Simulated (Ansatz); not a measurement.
## Two runs on SiCl3

System: SiCl3, charge +1, SMILES Cl[Si+](Cl)Cl.
Method of run A: RKS SPW92/def2-TZVPP (Ansatz 0.2.0).

The geometry comes from this level: PBE0-D4/def2-TZVP. Text and figures count atoms from 1; the logs count them from 0 in places.

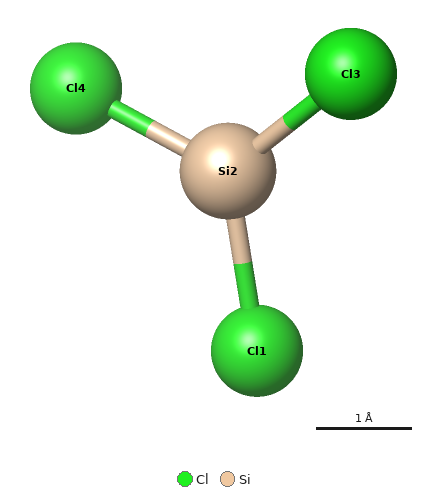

The structure (ball-and-stick view, seen at a tilt; atoms are numbered from 1 in the order of the input).

**Input file, run A**
```yaml
crystal:
  periodic: [false, false, false]
  atoms:
    - {symbol: Cl, position_ang: [-1.556046, -0.622342, 0.990905]}
    - {symbol: Si, position_ang: [-0.000013, -0.000081, -0.000072]}
    - {symbol: Cl, position_ang: [1.772029, -0.669592, 0.449493]}
    - {symbol: Cl, position_ang: [-0.215970, 1.292014, -1.440326]}
basis:
  gaussian: {orbitals: def2-TZVPP}
total_charge: 1
hamiltonian: {xc: lda}
output: {orbitals: {seedname: orbitals}}
```

Hardware: 2 CPU threads, shared host.

**Output (run A)**
```
Functional definition: SPW92
  exchange = slater_x
  correlation = pw_c
1170 factors; their error is unknown
mean field evaluation 1: about -45286.6128 eV, gradient 3.7e1 eV
mean field evaluation 2: about -45286.4204 eV, gradient 4.2e1 eV
mean field evaluation 4: about -45289.5994 eV, gradient 4.0e0 eV
mean field evaluation 8: about -45289.6347 eV, gradient 2.1e-2 eV
mean field evaluation 16: about -45289.5963 eV, gradient 4.5e-5 eV
mean field -45289.59625512 eV, -1664.3619639848 hartree, gradient 4.5e-5 eV, S^2 0.000000; 0 other end points of the search recorded, 0 dependent functions left out
reference -45289.59628574 eV, -1664.3619651099 hartree; 32, 32 occupied and 136, 136 virtual orbitals, 1170 factors
Total energy: -45289.59628574 eV, -1664.3619651099 hartree
```

The input of run B differs as follows (lines with − go, lines with + come):
```diff
-hamiltonian: {xc: lda}
+correlation: {method: ccsd_t}
```

How does run B compare with run A?

The total energies belong to different methods, so their difference says nothing on which is more stable or more accurate. The HOMO goes from −14.17 to −18.79 eV. The LUMO goes from −9.34 to −4.76 eV.

**Output (run B)**
```
Functional definition: HF
  exchange = exact_x
  correlation = 0
1004 factors; integrals over basis functions are off by at most 6.2e-4 eV
mean field evaluation 1: about -45368.3986 eV, gradient 2.3e1 eV
mean field evaluation 2: about -45368.7362 eV, gradient 2.4e1 eV
mean field evaluation 4: about -45370.1814 eV, gradient 2.3e0 eV
mean field evaluation 8: about -45370.2158 eV, gradient 1.2e-1 eV
mean field evaluation 16: about -45369.3495 eV, gradient 1.3e1 eV
mean field -45370.21586654 eV, -1667.3246800586 hartree, gradient 3.4e-6 eV, S^2 0.000000; 0 other end points of the search recorded, 0 dependent functions left out
20 core orbitals not correlated: weight in the atoms' cores, before any rotation towards them, 1.000 or more for the frozen orbitals, at most 0.000 for the correlated occupied ones
reference -45370.21586654 eV, -1667.3246800586 hartree; 12, 12 occupied and 136, 136 virtual orbitals, 1004 factors
second order -17.74372773 eV of doubles, -0.00000000 eV of singles
cycle   1  -18.53523777 eV  change   -7.9e-1 eV  update   8.8e-2
cycle   2  -18.92225740 eV  change   -3.9e-1 eV  update   2.5e-2
cycle   3  -19.01338288 eV  change   -9.1e-2 eV  update   1.3e-2
cycle   4  -19.00255398 eV  change    1.1e-2 eV  update   3.3e-3
cycle   5  -19.00134665 eV  change    1.2e-3 eV  update   1.2e-3
cycle   6  -19.00128503 eV  change    6.2e-5 eV  update   3.3e-4
cycle   7  -19.00120483 eV  change    8.0e-5 eV  update   1.1e-4
cycle   8  -19.00125049 eV  change   -4.6e-5 eV  update   2.8e-5
cycle   9  -19.00125600 eV  change   -5.5e-6 eV  update   8.5e-6
perturbative correction -0.89381087 eV, -0.0328469437 hartree
Total energy: -45390.11093341 eV, -1668.0558102807 hartree
```

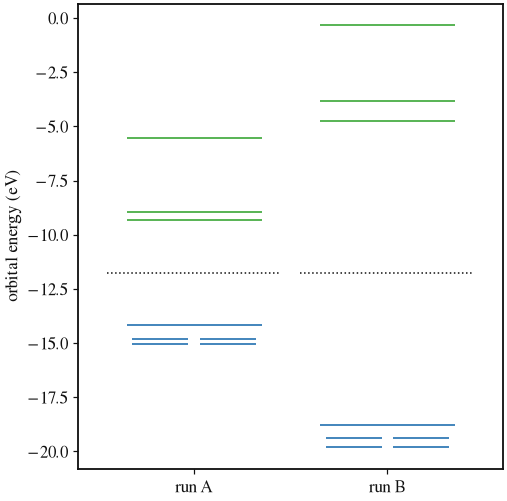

The five highest filled and three lowest empty orbital energies of the two runs; the dotted lines part filled from empty levels. The HOMO–LUMO gap is 4.83 eV in run A and 14.03 eV in run B.

**The two runs side by side**

```tsv
quantity	run A	run B
outcome	converged	converged
total energy (hartree)	−1664.361965	−1668.055810
HOMO (eV)	−14.17	−18.79
LUMO (eV)	−9.34	−4.76
basis functions	168	168
wall time (shared host)	0.9 s	9.5 s
```
